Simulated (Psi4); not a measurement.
# PH2 (SMILES [PH2]) at UCAM-B3LYP/def2-TZVPD (density fitting with cc-pvtz-jkfit, sweep point 4)

What is the vertical ionisation energy of PH2 at UCAM-B3LYP/def2-TZVPD (density fitting with cc-pvtz-jkfit, sweep point 4)? The job is set up through a Python script.

The calculation is run with Psi4 1.11.

2 further runs of the same task are left out: 2 set aside as unsound or not needed.

### 1 The structure to begin with

PH2 has 3 atoms, charge 0, and is taken as a doublet. As SMILES, `[PH2]`. Geometry: relaxed at GFN2-xTB.

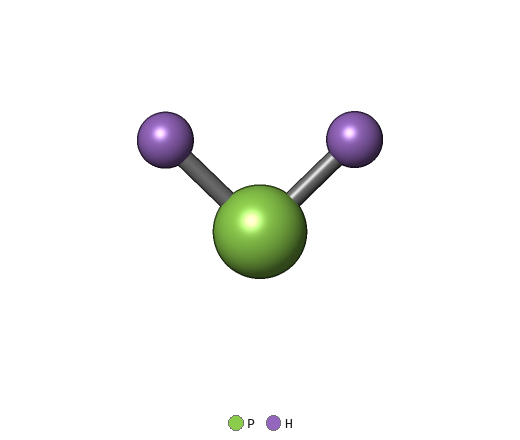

The structure, seen from a chosen angle (phosphorus green, hydrogen purple).

### 2 A single-point energy at UCAM-B3LYP/def2-TZVPD (density fitting with cc-pvtz-jkfit, sweep point 4)

h2p.py reads:

```python
import psi4

psi4.set_memory(1600000000)
psi4.set_num_threads(1)
psi4.core.set_output_file('run.log', False)

molecule = psi4.geometry("""
0 2
P      0.514470    -0.302750     0.252680
H      0.111510     1.027360     0.172420
H     -0.625980    -0.724620    -0.425100
units angstrom
symmetry c1
""")

options = {'reference': 'uks', 'puream': True, 'scf_type': 'df', 'dft_radial_points': 99, 'dft_spherical_points': 590, 'df_basis_scf': 'cc-pvtz-jkfit', 'maxiter': 150}
psi4.set_options(options)

e = psi4.energy("cam-b3lyp/def2-TZVPD")
print(f'cam-b3lyp/def2-TZVPD energy: {e:.10f} Eh')
for k, v in sorted(psi4.core.scalar_variables().items()):
    print(f'{k:45s} {v:18.10f}')
```

Launch:

```bash
$ python h2p.py
```

run.log:

```text
[...]
  Running in c1 symmetry.
[...]
  Nuclear repulsion =   11.669271134122123
[...]
  Multiplicity = 2
[...]
  Nalpha       = 9
  Nbeta        = 8
[...]
    Number of basis functions: 61
[...]
   @DF-UKS iter   1:  -342.49241022727375   -3.50447e-01   5.40314e-03 ADIIS/DIIS
[...]
   @DF-UKS iter   7:  -342.51975861796751   -5.67355e-08   5.68361e-07 DIIS
[...]
   @S^2 Observed:                7.556102040E-01
[...]
    Orbital Energies [Eh]
    ---------------------
    Alpha Occupied:
       1A    -77.141771     2A     -6.629685     3A     -4.796768
       4A     -4.789640     5A     -4.786400     6A     -0.722829
       7A     -0.456261     8A     -0.373003     9A     -0.310101
    Alpha Virtual:
      10A      0.036547    11A      0.062681    12A      0.113438
      13A      0.138075    14A      0.138481    15A      0.139562
      16A      0.142558    17A      0.162320    18A      0.225443
      19A      0.234400    20A      0.245719    21A      0.288476
      22A      0.298439    23A      0.301390    24A      0.372652
      25A      0.416913    26A      0.434300    27A      0.442038
[...]
  @DF-UKS Final Energy:  -342.51975861796751
   => Energetics <=
    Nuclear Repulsion Energy =             11.6692711341221234
    One-Electron Energy =                -496.1959849626288133
    Two-Electron Energy =                 160.1907782471665200
    DFT Exchange-Correlation Energy =     -18.1838230366273628
    Empirical Dispersion Energy =           0.0000000000000000
    VV10 Nonlocal Energy =                  0.0000000000000000
    Total Energy =                       -342.5197586179675113
[...]
 Multipole Moments:
 ------------------------------------------------------------------------------------
     Multipole            Electronic (a.u.)      Nuclear  (a.u.)        Total (a.u.)
 ------------------------------------------------------------------------------------
 L = 1.  Multiply by 2.5417464519 to convert [e a0] to [Debye]
 Dipole X            :          1.3491790           -1.5599025           -0.2107235
 Dipole Y            :         -0.7166709            0.8286003            0.1119294
 Dipole Z            :         -0.0000000            0.0000000           -0.0000000
 Magnitude           :                                                    0.2386056
[...]
```

Standard output:

```text
cam-b3lyp/def2-TZVPD energy: -342.5197586180 Eh
CURRENT ENERGY                                   -342.5197586180
CURRENT REFERENCE ENERGY                         -342.5197586180
DD SOLVATION ENERGY                                 0.0000000000
DFT FUNCTIONAL TOTAL ENERGY                      -342.5197586180
DFT TOTAL ENERGY                                 -342.5197586180
DFT VV10 ENERGY                                     0.0000000000
DFT XC ENERGY                                     -18.1838230366
GRID ELECTRONS ALPHA                                9.0000000418
GRID ELECTRONS BETA                                 8.0000000434
GRID ELECTRONS TOTAL                               17.0000000852
NUCLEAR REPULSION ENERGY                           11.6692711341
ONE-ELECTRON ENERGY                              -496.1959849626
PCM POLARIZATION ENERGY                             0.0000000000
PE ENERGY                                           0.0000000000
SCF ITERATION ENERGY                             -342.5197586180
SCF ITERATIONS                                      7.0000000000
SCF TOTAL ENERGY                                 -342.5197586180
TWO-ELECTRON ENERGY                               160.1907782472
XC GRID RADIAL POINTS                              99.0000000000
XC GRID SPHERICAL POINTS                          590.0000000000
XC GRID TOTAL POINTS                           169729.0000000000
```

Wall time 6.9 s (1 thread of Intel Xeon Platinum 8488C (Sapphire Rapids), shared host); peak memory 0.51 GiB.

### 3 The singlet cation

run.py reads:

```python
import psi4

psi4.set_memory('1600 MB')
psi4.set_num_threads(1)
psi4.core.set_output_file('output.dat', False)

geom = psi4.geometry("""
1 1
P      0.514470    -0.302750     0.252680
H      0.111510     1.027360     0.172420
H     -0.625980    -0.724620    -0.425100
symmetry c1
""")

options = {'puream': True, 'scf_type': 'df', 'dft_radial_points': 99, 'dft_spherical_points': 590, 'df_basis_scf': 'cc-pvtz-jkfit'}
psi4.set_options(options)

E, wfn = psi4.energy('cam-b3lyp/def2-TZVPD', return_wfn=True)
print(f'cam-b3lyp/def2-TZVPD energy: {E:.10f} Eh')
```

Launch:

```bash
$ python run.py
```

output.dat:

```text
[...]
  Running in c1 symmetry.
[...]
  Nuclear repulsion =   11.669271134122123
[...]
  Multiplicity = 1
[...]
  Nalpha       = 8
  Nbeta        = 8
[...]
    Number of basis functions: 61
[...]
   @DF-RKS iter   1:  -342.14256695541724   -6.03319e-04   3.90234e-03 DIIS/ADIIS
[...]
   @DF-RKS iter   6:  -342.15466480680402   -1.05181e-07   5.40814e-07 DIIS
[...]
    Orbital Energies [Eh]
    ---------------------
    Doubly Occupied:
       1A    -77.525325     2A     -7.005420     3A     -5.175867
       4A     -5.162404     5A     -5.159003     6A     -1.029437
       7A     -0.759752     8A     -0.676483
[...]
  @DF-RKS Final Energy:  -342.15466480680402
   => Energetics <=
    Nuclear Repulsion Energy =             11.6692711341221234
    One-Electron Energy =                -490.2065378530468820
    Two-Electron Energy =                 154.3919605347379331
    DFT Exchange-Correlation Energy =     -18.0093586226172029
    Empirical Dispersion Energy =           0.0000000000000000
    VV10 Nonlocal Energy =                  0.0000000000000000
    Total Energy =                       -342.1546648068039644
[...]
 Multipole Moments:
 ------------------------------------------------------------------------------------
     Multipole            Electronic (a.u.)      Nuclear  (a.u.)        Total (a.u.)
 ------------------------------------------------------------------------------------
 L = 1.  Multiply by 2.5417464519 to convert [e a0] to [Debye]
 Dipole X            :          1.1763406           -1.5599025           -0.3835620
 Dipole Y            :         -0.6248582            0.8286003            0.2037421
 Dipole Z            :         -0.0000000            0.0000000           -0.0000000
 Magnitude           :                                                    0.4343163
[...]
```

On the terminal:

```text
cam-b3lyp/def2-TZVPD energy: -342.1546648068 Eh
```

Run time: 5.1 s. Hardware: 1 thread of Intel Xeon Platinum 8488C (Sapphire Rapids), shared host; peak memory 0.51 GiB.

### 4 Results

Level: UCAM-B3LYP/def2-TZVPD (density fitting with cc-pvtz-jkfit, sweep point 4).

```
                                          quantity          value
                         doublet PH2: total energy  -342.51976 Eh
                        doublet PH2: dipole moment         0.61 D
   doublet PH2: HOMO energy (highest over α and β)       -8.44 eV
    doublet PH2: LUMO energy (lowest over α and β)       -2.06 eV
                                 doublet PH2: ⟨S²⟩          0.756
                      singlet cation: total energy  -342.15466 Eh
                       singlet cation: HOMO energy      -18.41 eV
                       singlet cation: LUMO energy      -11.41 eV
                     singlet cation: HOMO–LUMO gap        7.00 eV
vertical ionisation energy (to the singlet cation)       9.935 eV
```

What this shows: Removing an electron at fixed nuclei costs 9.93 eV (959 kJ/mol). Only the singlet of the ionised species was computed; a triplet could lie lower.
